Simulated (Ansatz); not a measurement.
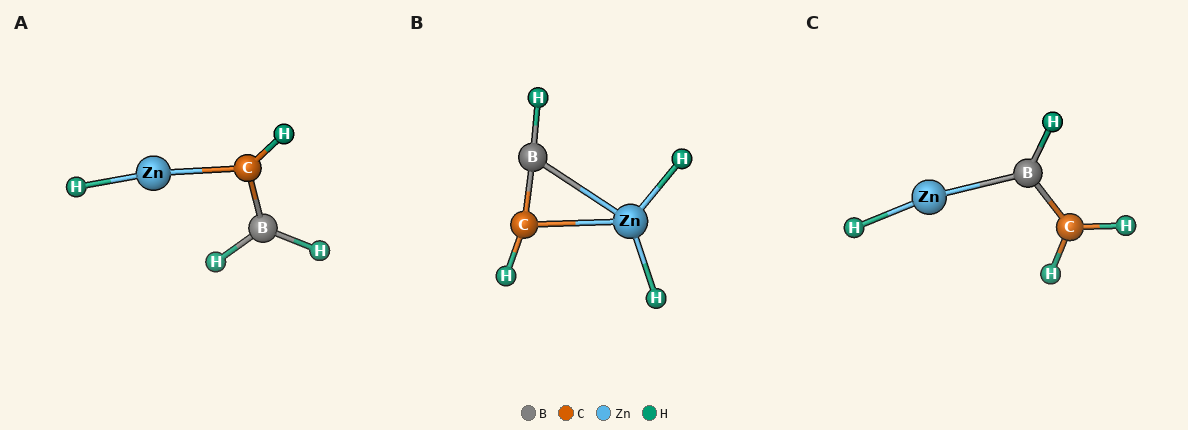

3 stationary structures of one formula. Charge −1, singlet. Geometries: PBE-D4/def2-SVPD. Electronic energies: PBE-D4/def2-SVPD (Ansatz 0.2.0), without zero-point energy. No frequency run is at hand to confirm each as a minimum. Each is one conformer, not always the lowest.

> Which is lowest in energy, and by how much?

A is lowest (Cs); C lies 3.7 kcal/mol above it (Cs), B lies 15.4 kcal/mol above it (Cs).
